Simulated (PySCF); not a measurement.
## EPR calculation of C₅H₅N₃ (charge +1)

C₅H₅N₃, charge +1, multiplicity 2, computed with UKS B3LYP, pcH-1 on C H N, non-relativistic, mean-field spin-orbit, GIAO (PySCF 2.14.0).

It belongs to a series of runs on one base structure; here: electron removed.

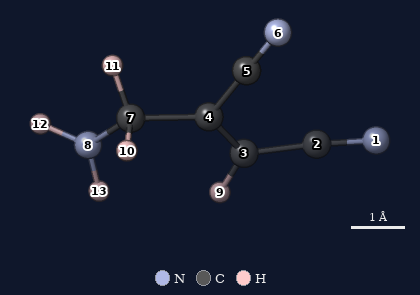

**Figure 1.** The input geometry (ball-and-stick view, seen at a tilt; atoms are numbered from 1 in the order of the input).

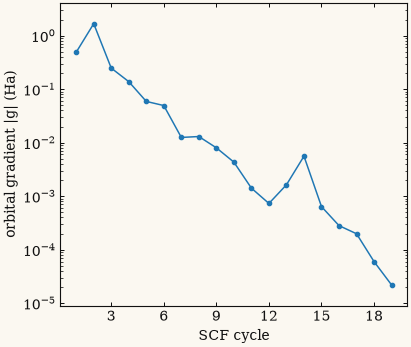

**Figure 2.** Convergence of the self-consistent field: orbital gradient |g| against the SCF cycle. All cycles printed in the log are drawn one after another.

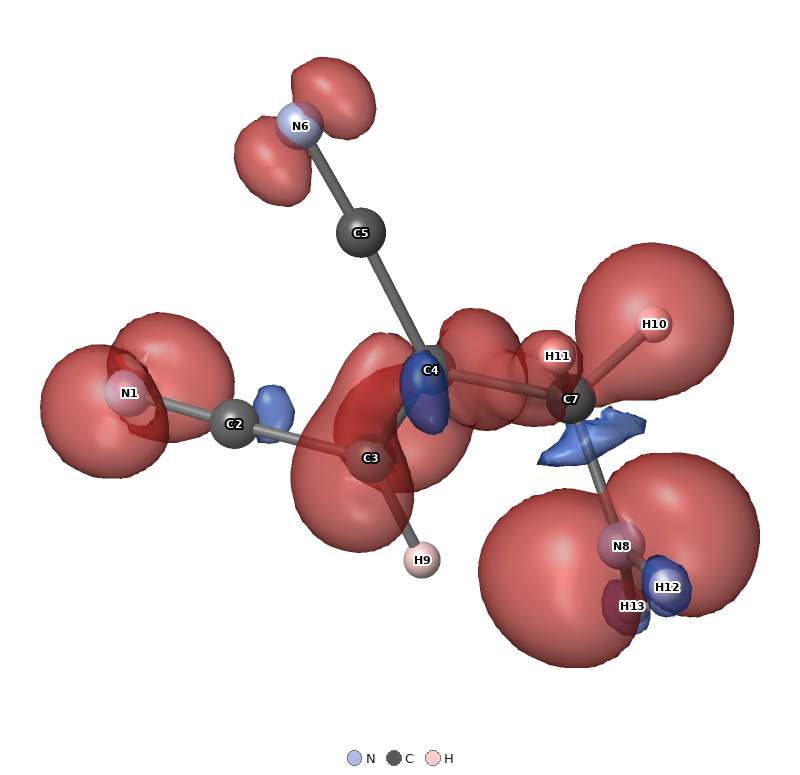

**Figure 3.** Isosurfaces of the spin density (α minus β) at +0.02 (red) and −0.02 e/Å³ (blue), seen at an oblique angle. The unpaired spin (1 electron) lies mostly on N8 (about 0.5), N1 (about 0.1), C3 (about 0.1), H10 (about 0.1) and C7 (about 0.1), in electrons by Hirshfeld's partition.

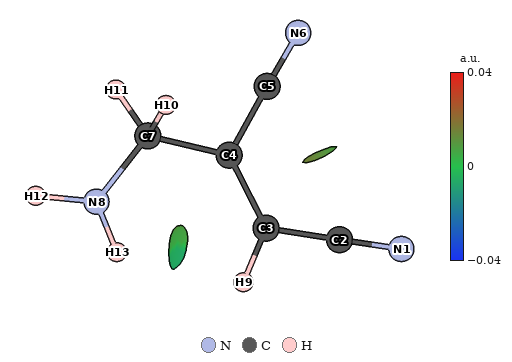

**Figure 4.** Non-covalent interaction (NCI) plot: the surface where the reduced density gradient is 0.6, for densities under 0.05 a.u., coloured by sign(λ₂)ρ; seen at a tilt.

The input and output of the run follow.

**Input**
```
{"job": {"kind": "epr", "basis": "pcH-1"}, "charge": 1, "multiplicity": 2}
N      3.627331    -0.565932    -0.100272
C      2.495186    -0.600903     0.052823
C      1.114151    -0.604278     0.337234
C      0.284256     0.331689    -0.160470
C      0.816907     1.403604    -0.928341
N      1.272398     2.228978    -1.572188
C     -1.223272     0.389736    -0.008585
N     -1.858369    -0.790762     0.377125
H      0.796258    -1.404146     0.993909
H     -1.360969     1.191465     0.754409
H     -1.676615     0.781249    -0.928287
H     -2.764488    -1.027289     0.004599
H     -1.527164    -1.332924     1.160318
```

The first line tells a small driver script what to run in PySCF; the rest is the geometry in Å.

Run as:
```bash
OMP_NUM_THREADS=1 python <driver script> task.json out
```

**Output**
```
UKS, coarse grid
  cycle   1  E = -357.25110623  |g| = 4.89e-01
  cycle   2  E = -355.69076408  |g| = 1.67e+00
  cycle   3  E = -357.36378953  |g| = 2.47e-01
  cycle   4  E = -357.38900681  |g| = 1.38e-01
  cycle   5  E = -357.39489794  |g| = 5.89e-02
  cycle   6  E = -357.39588444  |g| = 4.93e-02
  cycle   7  E = -357.39699321  |g| = 1.25e-02
  cycle   8  E = -357.39701064  |g| = 1.30e-02
  cycle   9  E = -357.39707866  |g| = 8.00e-03
  cycle  10  E = -357.39710883  |g| = 4.32e-03
  cycle  11  E = -357.39712125  |g| = 1.41e-03
  cycle  12  E = -357.39712233  |g| = 7.30e-04
UKS, final grid
  cycle   1  E = -357.39710289  |g| = 1.63e-03
  cycle   2  E = -357.39708810  |g| = 5.58e-03
  cycle   3  E = -357.39710429  |g| = 6.37e-04
  cycle   4  E = -357.39710449  |g| = 2.81e-04
  cycle   5  E = -357.39710454  |g| = 1.98e-04
  cycle   6  E = -357.39710462  |g| = 5.97e-05
  cycle   7  E = -357.39710462  |g| = 2.19e-05
E = -357.39710462 Eh   <S^2> = 0.7584 (exact 0.7500)
g shifts (ppm)      1          2          3
  rmc          -200       -200       -200
  gc             12         38         34
  oz_so         267       2196       2601
  total          78       2034       2435
hyperfine (MHz)  atom isotope    a_iso     a_fc   dipolar eigenvalues
    0   14N       2.40       2.40     -6.11     -5.09     11.20
    1   13C      -9.82      -9.82     -2.78     -2.24      5.02
    2   13C       8.14       8.14    -12.12    -10.82     22.94
    3   13C      25.80      25.80    -14.13     -6.48     20.62
    4   13C       1.21       1.21     -2.17     -0.64      2.82
    5   14N       0.48       0.48     -2.89     -1.60      4.48
    6   13C     -32.82     -32.82     -8.32     -4.09     12.41
    7   14N      25.43      25.43    -28.17    -28.04     56.22
    8    1H     -10.05     -10.05     -3.95     -0.44      4.39
    9    1H     341.22     341.22     -7.94     -5.72     13.66
   10    1H      42.62      42.62     -5.21     -3.64      8.85
   11    1H     -43.01     -43.01    -32.62     -7.95     40.57
   12    1H     -37.44     -37.44    -31.69     -7.84     39.53
```

**Summary**

```tsv
quantity	value
outcome	converged
total energy	−357.397105 hartree
⟨S²⟩	0.758
isotropic g	2.0038
hardware	1 CPU thread, shared host
wall time	65 s
peak memory	0.9 GiB
```
